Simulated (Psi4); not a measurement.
# USCAN/def2-TZVP (sweep point 6) run of CHFNSi (SMILES N#C[SiH]F)

What is the vertical ionisation energy of CHFNSi at USCAN/def2-TZVP (sweep point 6)? 

The calculation is run with Psi4 1.11.

4 further runs of the same task are left out: 4 set aside as unsound or not needed.

## (1) The structure to begin with

CHFNSi has 5 atoms, charge 0, and is taken as a doublet. As SMILES, `N#C[SiH]F`. The coordinates come from a PBE0-D4/def2-TZVP relaxation.

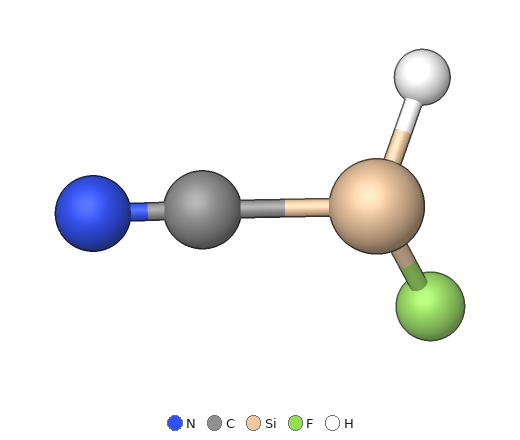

The structure, seen from a chosen angle (nitrogen blue, carbon grey, silicon light orange, fluorine green, hydrogen white).

## (2) A single-point energy at USCAN/def2-TZVP (sweep point 6)

input.dat reads:

```
memory 1.6 GB

molecule molecule1 {
  0 2
  N      1.347400    -1.164000     1.391300
  C      0.713800    -0.590000     0.616200
  Si    -0.146100     0.297600    -0.743500
  F     -1.590300    -0.347100    -0.917700
  H     -0.274900     1.730000    -0.387600
  units angstrom
  symmetry c1
}

set basis def2-TZVP
set reference uks
set puream true
set scf_type pk
set dft_radial_points 99
set dft_spherical_points 590
set maxiter 150

energy('scan')
```

Run with:

```console
psi4 -n 1 input.dat output.dat
```

output.dat:

```text
[...]
  Running in c1 symmetry.
[...]
  Nuclear repulsion =  130.764801251187777
[...]
  Multiplicity = 2
[...]
  Nalpha       = 19
  Nbeta        = 18
[...]
    Number of basis functions: 136
[...]
   @UKS iter   1:  -482.52064066506318   -3.68888e-01   5.94067e-03 ADIIS/DIIS
[...]
   @UKS iter  12:  -482.82872586402334   -7.47468e-08   5.10341e-07 DIIS
[...]
   @S^2 Observed:                7.548514229E-01
[...]
    Orbital Energies [Eh]
    ---------------------
    Alpha Occupied:
       1A    -65.924454     2A    -24.516300     3A    -14.184619
       4A    -10.074214     5A     -5.286636     6A     -3.632234
       7A     -3.630212     8A     -3.627612     9A     -1.189922
      10A     -0.895965    11A     -0.591694    12A     -0.492559
      13A     -0.451277    14A     -0.439879    15A     -0.397323
      16A     -0.356274    17A     -0.345727    18A     -0.342825
      19A     -0.243445
    Alpha Virtual:
      20A     -0.087848    21A     -0.053024    22A      0.011618
      23A      0.028223    24A      0.058402    25A      0.106008
[...]
  @UKS Final Energy:  -482.82872586402334
   => Energetics <=
    Nuclear Repulsion Energy =            130.7648012511877766
    One-Electron Energy =                -926.0092534447849175
    Two-Electron Energy =                 356.4541723764154995
    DFT Exchange-Correlation Energy =     -44.0384460468417345
    Empirical Dispersion Energy =           0.0000000000000000
    VV10 Nonlocal Energy =                  0.0000000000000000
    Total Energy =                       -482.8287258640233404
[...]
 Multipole Moments:
 ------------------------------------------------------------------------------------
     Multipole            Electronic (a.u.)      Nuclear  (a.u.)        Total (a.u.)
 ------------------------------------------------------------------------------------
 L = 1.  Multiply by 2.5417464519 to convert [e a0] to [Debye]
 Dipole X            :         -1.4940348            1.2366637           -0.2573711
 Dipole Y            :         -1.1627793            1.9626300            0.7998507
 Dipole Z            :         -1.2929404            0.4841691           -0.8087713
 Magnitude           :                                                    1.1662384
[...]
```

It took 61 s on 1 thread of Intel Xeon Platinum 8375C at 2.90GHz (Ice Lake), shared host; peak memory 1 GiB.

## (3) The singlet cation at the same level

chfnsi.dat reads:

```
memory 1600 mb

molecule m {
  1 1
  N      1.347400    -1.164000     1.391300
  C      0.713800    -0.590000     0.616200
  Si    -0.146100     0.297600    -0.743500
  F     -1.590300    -0.347100    -0.917700
  H     -0.274900     1.730000    -0.387600
  symmetry c1
}

set puream true
set scf_type pk
set dft_radial_points 99
set dft_spherical_points 590

energy_value, wavefunction = energy('scan/def2-TZVP', return_wfn=True)
```

Run with:

```console
psi4 chfnsi.dat chfnsi.out -n 1
```

chfnsi.out:

```text
[...]
  Running in c1 symmetry.
[...]
  Nuclear repulsion =  130.764801251187777
[...]
  Multiplicity = 1
[...]
  Nalpha       = 18
  Nbeta        = 18
[...]
    Number of basis functions: 136
[...]
   @RKS iter   1:  -482.23103731464920   -7.92848e-02   5.24761e-03 ADIIS/DIIS
[...]
   @RKS iter  10:  -482.46570319832074   -3.44887e-08   5.18596e-07 DIIS
[...]
    Orbital Energies [Eh]
    ---------------------
    Doubly Occupied:
       1A    -66.244692     2A    -24.775478     3A    -14.428049
       4A    -10.312491     5A     -5.599826     6A     -3.947944
       7A     -3.940810     8A     -3.938056     9A     -1.437203
      10A     -1.126906    11A     -0.841899    12A     -0.736628
      13A     -0.697274    14A     -0.681120    15A     -0.640958
      16A     -0.579862    17A     -0.569711    18A     -0.562698
[...]
  @RKS Final Energy:  -482.46570319832074
   => Energetics <=
    Nuclear Repulsion Energy =            130.7648012511877766
    One-Electron Energy =                -916.3023444598512697
    Two-Electron Energy =                 346.7536119233299701
    DFT Exchange-Correlation Energy =     -43.6817719129872586
    Empirical Dispersion Energy =           0.0000000000000000
    VV10 Nonlocal Energy =                  0.0000000000000000
    Total Energy =                       -482.4657031983207389
[...]
 Multipole Moments:
 ------------------------------------------------------------------------------------
     Multipole            Electronic (a.u.)      Nuclear  (a.u.)        Total (a.u.)
 ------------------------------------------------------------------------------------
 L = 1.  Multiply by 2.5417464519 to convert [e a0] to [Debye]
 Dipole X            :         -0.9098667            1.2366637            0.3267970
 Dipole Y            :         -0.5852966            1.9626300            1.3773334
 Dipole Z            :         -1.9383625            0.4841691           -1.4541933
 Magnitude           :                                                    2.0294141
[...]
```

Wall time 37 s (1 thread of Intel Xeon Platinum 8375C at 2.90GHz (Ice Lake), shared host); peak memory 1 GiB.

## (4) What came out

At USCAN/def2-TZVP (sweep point 6):

| quantity | value |
| --- | --- |
| doublet CHFNSi: total energy | -482.82873 Eh |
| doublet CHFNSi: dipole moment | 2.96 D |
| doublet CHFNSi: HOMO energy (highest over α and β) | -6.62 eV |
| doublet CHFNSi: LUMO energy (lowest over α and β) | -4.09 eV |
| doublet CHFNSi: ⟨S²⟩ | 0.755 |
| singlet cation: total energy | -482.46570 Eh |
| singlet cation: HOMO energy | -15.31 eV |
| singlet cation: LUMO energy | -12.74 eV |
| singlet cation: HOMO–LUMO gap | 2.57 eV |
| vertical ionisation energy (to the singlet cation) | 9.878 eV |

In words: Removing an electron at fixed nuclei costs 9.88 eV (953 kJ/mol). Only the singlet of the ionised species was computed; a triplet could lie lower.
